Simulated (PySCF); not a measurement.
C₂H₆AlNO₃, singlet at its PBE0/def2-SVP optimised geometry (Å):

```
13

Al    -2.1590    -0.6709     0.0000
O     -2.4561    -1.5170    -1.4724
H     -2.8617    -1.0489    -2.2036
O     -2.4527     1.0279     0.0000
H     -2.8573     1.4336     0.7679
O     -2.4406    -1.5271     1.4696
H     -2.8795    -2.3783     1.4363
C      2.4751    -0.6918     0.0156
C      1.0289    -0.6792     0.0069
N     -0.1211    -0.6709     0.0000
H      2.8377    -0.9541     1.0198
H      2.8573     0.3018    -0.2588
H      2.8439    -1.4336    -0.7071
```

Level of theory: PBE0/def2-TZVP run with PySCF. Cells within 0.4 Å of a nucleus heavier than hydrogen are left out (blank, or x).

Map of the log10 of the electron density (e/bohr³), floored at −4 on the plane z = 1.2 Å:

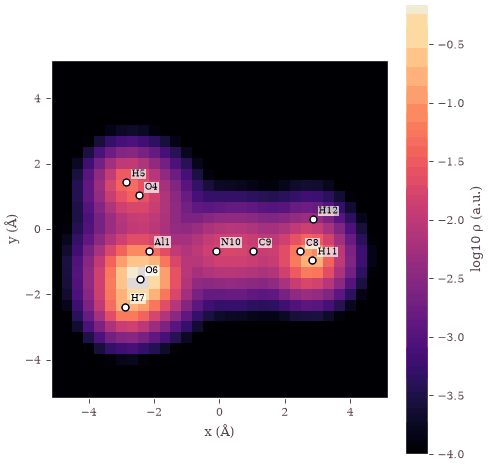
Fig. 1. Log10 of the electron density (e/bohr³), floored at −4 on the plane z = 1.2 Å.
